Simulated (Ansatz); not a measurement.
# Al(100) film, 5 layers, adrow: surface scattering, part 2 of 2

Aim: how much of the in-plane current does the surface defect in Al(100) film, 5 layers, adrow reflect?

Ansatz 0.2.0; Ansatz plane-wave DFT, PBE, PAW files; relaxation of the atoms about the surface defect; PAW set soft_1 (the session's first sound run).

So far: Starting point; Relaxing about the defect.

## (2) Relaxing about the defect (continued)

The steps of the relaxation:

```
step  energy less that of the first step (eV)  largest force component (eV/Å)
   1                                   0.0000                          0.4486
   2                                  -0.0445                          0.0327
   3                                  -0.0451                          0.0037
```

Forces are held to the 4 operations that the run works with; a distortion that breaks them can't arise in this run.

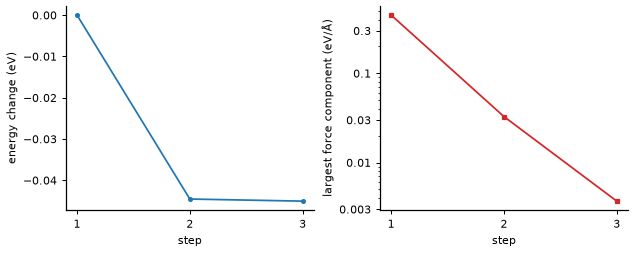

Energy and largest force along the relaxation.

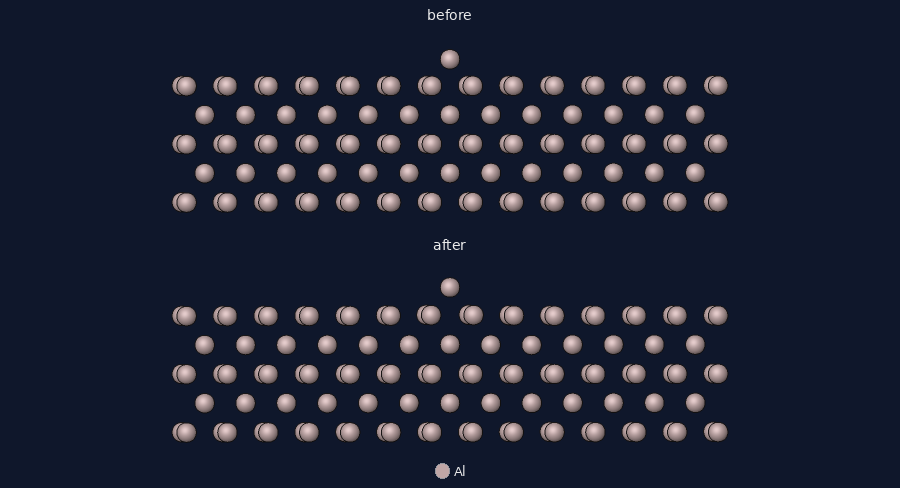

The structure before and after the relaxation, drawn at the same scale.

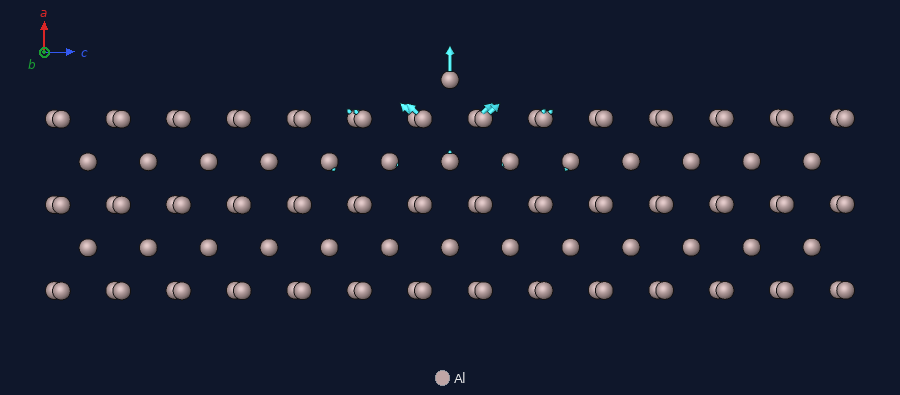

Displacements in the relaxation, exaggerated; the longest in the cell stands for 0.13 Å. Some periodic images of atoms are drawn too.

The atoms that moved most (Å):

```
atom      dx     dy      dz  length
Al66   0.131  0.000   0.000   0.131
Al35   0.052  0.000  -0.055   0.076
Al40   0.052  0.000   0.055   0.076
Al30   0.021  0.000  -0.020   0.029
Al45   0.021  0.000   0.020   0.029
Al34   0.022  0.000   0.000   0.022
Al44  -0.019  0.000  -0.011   0.022
Al24  -0.019  0.000   0.011   0.022
```

This step gave:

```yaml
free_energy: -35462.7825 eV
energy_at_zero_smearing: -35462.2784 eV
fermi_energy: 1.674 eV
```

The largest force component on a free atom ends at 0.0037 eV/Å, under the tolerance of 0.03, after 3 steps.

## (3) Transmission along the film

The film far from the defect is the lead. The first vector holds vacuum and takes one k-point. Energies from -0.05 to 0.05 eV in steps of 0.05 eV are too few for the program's thermal sum, so it prints no conductance; for a metal the transmission near the Fermi level serves, at a fraction of the cost.

This step: Ansatz plane-wave DFT, PBE, PAW files; ballistic transport by layer matching (Landauer), zero bias; PAW set soft_1 (Ansatz 0.2.0).

input.yaml reads:

```yaml
crystal:
  lattice:
    - [21.119925, 0.0, 0.0]
    - [0.0, 2.862347037, 0.0]
    - [0.0, 0.0, 37.2105114815]
  atoms:
    - { symbol: Al, position: [0.2130689385, 0.0, 0.0] }
    - { symbol: Al, position: [0.3089019019, 0.5, 0.0384615385] }
    - { symbol: Al, position: [0.4047348653, 0.0, 0.0] }
    - { symbol: Al, position: [0.5005678287, 0.5, 0.0384615385] }
    - { symbol: Al, position: [0.5964007921, 0.0, 0.0] }
    - { symbol: Al, position: [0.2130689385, 0.0, 0.0769230769] }
    - { symbol: Al, position: [0.3089019019, 0.5, 0.1153846154] }
    - { symbol: Al, position: [0.4047348653, 0.0, 0.0769230769] }
    - { symbol: Al, position: [0.5005678287, 0.5, 0.1153846154] }
    - { symbol: Al, position: [0.5964007921, 0.0, 0.0769230769] }
    - { symbol: Al, position: [0.2130689385, 0.0, 0.1538461538] }
    - { symbol: Al, position: [0.3089019019, 0.5, 0.1923076923] }
    - { symbol: Al, position: [0.4047348653, 0.0, 0.1538461538] }
    - { symbol: Al, position: [0.5005678287, 0.5, 0.1923076923] }
    - { symbol: Al, position: [0.5964007921, 0.0, 0.1538461538] }
    - { symbol: Al, position: [0.2130689385, 0.0, 0.2307692308] }
    - { symbol: Al, position: [0.3089019019, 0.5, 0.2692307692] }
    - { symbol: Al, position: [0.4047348653, 0.0, 0.2307692308] }
    - { symbol: Al, position: [0.5005678287, 0.5, 0.2692307692] }
    - { symbol: Al, position: [0.5964007921, 0.0, 0.2307692308] }
    - { symbol: Al, position: [0.2130689385, 0.0, 0.3076923077] }
    - { symbol: Al, position: [0.3089019019, 0.5, 0.3461538462] }
    - { symbol: Al, position: [0.4047348653, 0.0, 0.3076923077] }
    - { symbol: Al, position: [0.4996755372, 0.5, 0.3464362375] }
    - { symbol: Al, position: [0.5964007921, 0.0, 0.3076923077] }
    - { symbol: Al, position: [0.2130689385, 0.0, 0.3846153846] }
    - { symbol: Al, position: [0.3089019019, 0.5, 0.4230769231] }
    - { symbol: Al, position: [0.4047348653, 0.0, 0.3846153846] }
    - { symbol: Al, position: [0.5002931616, 0.5, 0.4234231896] }
    - { symbol: Al, position: [0.5974055773, 0.0, 0.3840663998] }
    - { symbol: Al, position: [0.2130689385, 0.0, 0.4615384615] }
    - { symbol: Al, position: [0.3089019019, 0.5, 0.5] }
    - { symbol: Al, position: [0.4047348653, 0.0, 0.4615384615] }
    - { symbol: Al, position: [0.5016267141, 0.5, 0.5] }
    - { symbol: Al, position: [0.5988808223, 0.0, 0.4600496383] }
    - { symbol: Al, position: [0.2130689385, 0.0, 0.5384615385] }
    - { symbol: Al, position: [0.3089019019, 0.5, 0.5769230769] }
    - { symbol: Al, position: [0.4047348653, 0.0, 0.5384615385] }
    - { symbol: Al, position: [0.5002931616, 0.5, 0.5765768104] }
    - { symbol: Al, position: [0.5988808223, 0.0, 0.5399503617] }
    - { symbol: Al, position: [0.2130689385, 0.0, 0.6153846154] }
    - { symbol: Al, position: [0.3089019019, 0.5, 0.6538461538] }
    - { symbol: Al, position: [0.4047348653, 0.0, 0.6153846154] }
    - { symbol: Al, position: [0.4996755372, 0.5, 0.6535637625] }
    - { symbol: Al, position: [0.5974055773, 0.0, 0.6159336002] }
    - { symbol: Al, position: [0.2130689385, 0.0, 0.6923076923] }
    - { symbol: Al, position: [0.3089019019, 0.5, 0.7307692308] }
    - { symbol: Al, position: [0.4047348653, 0.0, 0.6923076923] }
    - { symbol: Al, position: [0.5005678287, 0.5, 0.7307692308] }
    - { symbol: Al, position: [0.5964007921, 0.0, 0.6923076923] }
    - { symbol: Al, position: [0.2130689385, 0.0, 0.7692307692] }
    - { symbol: Al, position: [0.3089019019, 0.5, 0.8076923077] }
    - { symbol: Al, position: [0.4047348653, 0.0, 0.7692307692] }
    - { symbol: Al, position: [0.5005678287, 0.5, 0.8076923077] }
    - { symbol: Al, position: [0.5964007921, 0.0, 0.7692307692] }
    - { symbol: Al, position: [0.2130689385, 0.0, 0.8461538462] }
    - { symbol: Al, position: [0.3089019019, 0.5, 0.8846153846] }
    - { symbol: Al, position: [0.4047348653, 0.0, 0.8461538462] }
    - { symbol: Al, position: [0.5005678287, 0.5, 0.8846153846] }
    - { symbol: Al, position: [0.5964007921, 0.0, 0.8461538462] }
    - { symbol: Al, position: [0.2130689385, 0.0, 0.9230769231] }
    - { symbol: Al, position: [0.3089019019, 0.5, 0.9615384615] }
    - { symbol: Al, position: [0.4047348653, 0.0, 0.9230769231] }
    - { symbol: Al, position: [0.5005678287, 0.5, 0.9615384615] }
    - { symbol: Al, position: [0.5964007921, 0.0, 0.9230769231] }
    - { symbol: Al, position: [0.6894287961, 0.5, 0.5] }
kpoints:
  mp_grid: { grid: [1, 11, 1] }
hamiltonian:
  xc: pbe
  pseudopotentials: { kind: paw, azcp: { folder: soft_1 } }
scf:
  occupations: { method: fermi_dirac, width: 0.1 }
output:
  transmission: { leads: [[0, 5]], kmesh: [1, 22], e_range: [-0.05, 0.05], de: 0.05 }
  write_potential: true
  write_density: true
  volumetric_format: npy
  elf: true
```

Started as:

```sh
> ansatz run input.yaml --threads 8 --pin off --max-ram 15360MiB --backend cpu --events-out ev --progress --plain --runs-dir out
```

Numbers of over 12 decimals in the logs are rounded to 6 here.

Log:

```text
[...]
Crystal: 66 atoms, lattice volume = 2249.470 Å³
Basis set: ecut = 420 eV, 43999 PW (Γ)
Bands: 165, of which v1, the nominal top of the filled ones, is band 99 counted from 1 (98 counted from 0)
Symmetry: 4 space group operations
[...]
k-points: 6 of 11
[...]
SCF iter   1: F=—  HF=-35472.274912 eV  |F-HF|=—  |Δ(HF+E_count)|=         —  Δρ=1.91e-2  dr2=8.21e1  ethr=3.10e-3  ⟨swp⟩=8.2  Hψ=5600  notcnv=0  defer=34
[...]
SCF iter   9: F=-35463.065864 eV  HF=-35463.065864 eV  |F-HF|=1.50e-9  |Δ(HF+E_count)|=   2.85e-8  Δρ=3.02e-7  dr2=5.74e-9  ethr=5.05e-11  ⟨swp⟩=42.7  Hψ=6087  notcnv=0
SCF 1 converged in 9 iterations: F = -35463.065864 eV  dr2 = 5.74e-9
[...]
transmission: 60 of 564 steps passed
transmission: 114 of 564 steps passed
[...]
transmission: 564 of 564 steps passed
WARN: The output density's exchange-correlation potential varies sharply where the density is thin. Do not read a vacuum level from v_tot or v_xc, or from such a field of the output density. On a cell that repeats whose density bears no net charge and no dipole along the vacuum's axis use v_es (v_loc + v_h of the components); under efield.dipole_correction with no amplitude use v_es + v_field, which holds any externa [...]
SCF converged after 9 iterations
Free energy (F): -35463.065864 eV
[...]
Internal energy: -35462.122557 eV  (E = F + TS)
E sigma→0 (E₀):  -35462.594210 eV
Entropy (-TS):   -0.943308 eV (-14.293 meV/atom)
Fermi energy:    1.651389 eV
[...]
--- Band table (eV; the first three rows and the last of 6) ---
  k-point 0: bands = [... 95 lower, 1.5632, 1.6076, 1.6386, 1.6896, 2.0643, 2.0688, 2.1466, 2.1691, ... 62 higher]
  k-point 1: bands = [... 95 lower, 1.6979, 1.7381, 1.7718, 1.8266, 2.1826, 2.1852, 2.2796, 2.3032, ... 62 higher]
  k-point 2: bands = [... 95 lower, 2.0891, 2.1131, 2.1653, 2.2340, 2.4426, 2.4468, 2.4490, 2.5155, ... 62 higher]
  k-point 5: bands = [... 95 lower, 1.3058, 1.3128, 1.3523, 1.3570, 1.3592, 1.3728, 1.3732, 1.3817, ... 62 higher]
--- Transmission ---
  basis      : 527 plane waves across, 47 finite elements along
  points     : 12, standing for a mesh of 1 x 22
  energies   : 3 from -0.050000 to 0.050000 eV about the Fermi level, 0.050000 eV apart; the leads are filled to 0.000000 eV, and channels, transmission and decay are at 0.000000 eV
  crystal 0  : Al5, at the sites [0, 5], period 2.8623 Å, over 24.62 Å; its Hamiltonian steps by up to 1.8 meV
    offset         : up to 0.0000 Å between an atom of the period and one for which it stands
    channels       : 5.727273e0 a spin
    conductance    : none, the energies end too early or step too widely for 300 K: set another output.transmission.e_range or a lower de, or, where they end at an eighth of basis.ecutwfc, a higher one
  junction   : crystal 0 to crystal 0, 0.72 to 35.06 Å
    transmission   : 4.662476e0 a spin
[...]
```

Run time: 7.7 min. Hardware: 8 threads of Intel Xeon at 2.70GHz, shared host; peak memory 9.1 GiB; 51 min of CPU time.

This step gave:

- free energy: -35463.0659 eV
- energy at zero smearing: -35462.5942 eV
- Fermi energy: 1.651 eV
- cell area: 60.45 Å²
- transmission per spin nearest the Fermi level: 4.662
- open channels per spin nearest the Fermi level: 5.727
- step of the lead's potential: 1.8 meV

Per spin. Transmission, zone mean against energy, zero at the Fermi level:

```
energy (eV)  transmission, zone mean
    -0.0500                     4.50
     0.0000                     4.66
     0.0500                     4.28
```

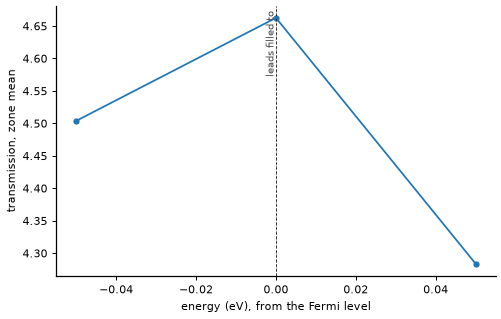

Transmission, zone mean against energy.

Per spin. The open channels, zone mean, lead by energy, zero at the Fermi level:

```csv
energy (eV),"open channels, zone mean, lead"
-0.0500,5.64
0.0000,5.73
0.0500,5.36
```

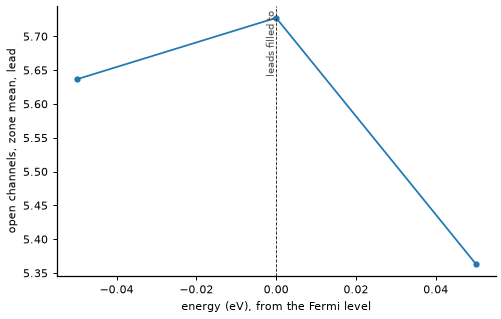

Open channels, zone mean, lead, plotted against energy.

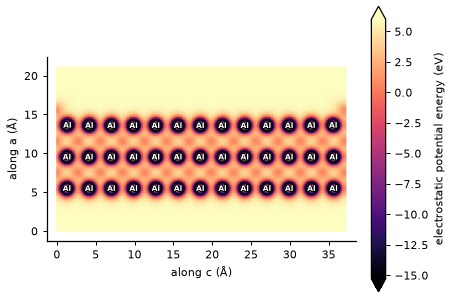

Electrostatic potential energy in the ca plane at fractional y = 0.000, with atoms of Al within 0.2 Å of it. With pseudopotentials it is smooth inside the atoms' cores, unlike the true potential. The map starts off the cell's origin, so that atoms lie inside it.

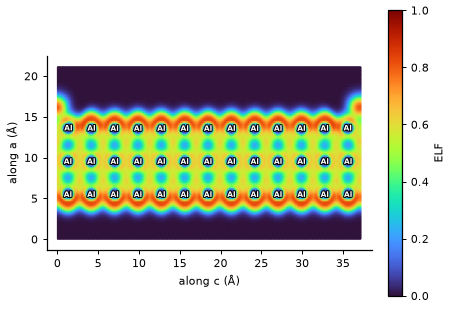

ELF in the ca plane at fractional y = 0.000, with atoms of Al within 0.2 Å of it. It is the smooth field of the valence electrons, not physical close to the nuclei. The map starts off the cell's origin, so that atoms lie inside it.

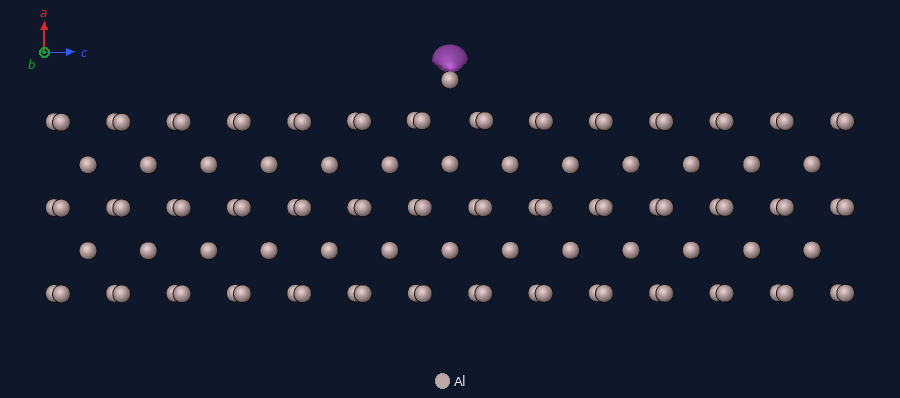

Surface of ELF = 0.85.

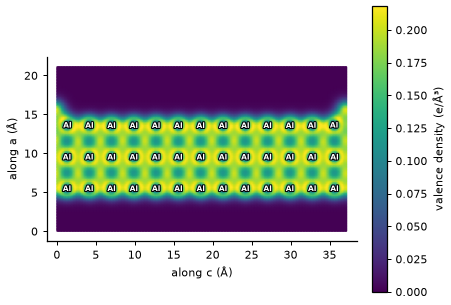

Valence density in the ca plane at fractional y = 0.000, with atoms of Al within 0.2 Å of it. It is the smooth field of the valence electrons, not physical close to the nuclei. The map starts off the cell's origin, so that atoms lie inside it.

Over the solved energies the transmission per spin lies between 4.28 and 4.66, out of 5.58 channels of the lead on average (up to 5.73).

## (4) Share that passes

This step: Ansatz plane-wave DFT, PBE, PAW files; ballistic transport by layer matching (Landauer), zero bias; share of the film's channels that pass the defect (the area holds the vacuum); PAW set soft_1 (Ansatz 0.2.0).

This step gave:

- T over the leads' mean channel count: 0.8041

Averaged over the energies near the Fermi level, 80.4 % of the channels pass.

## (5) Results

* share of the film's channels that pass: 0.804

In words: 80 % of the film's channels pass the defect. The film is 5 layers thick, so the defect disturbs a good part of its section. It runs straight across the current without end, so the wavevector along it is kept. Only atoms near the defect are relaxed, while the rest of the face keeps bulk spacings, so part of the reflection may come from that relaxed patch.

[Logs are printed without paths, hosts, clocks, repeated set-up lines and the standing remarks that a program may print on its own settings, such as how far it seeks lower states.]

[Hosts, paths, dates, database ids (printed as entryN), source tags and the programs' standing remarks are cut or masked in the printed files.]
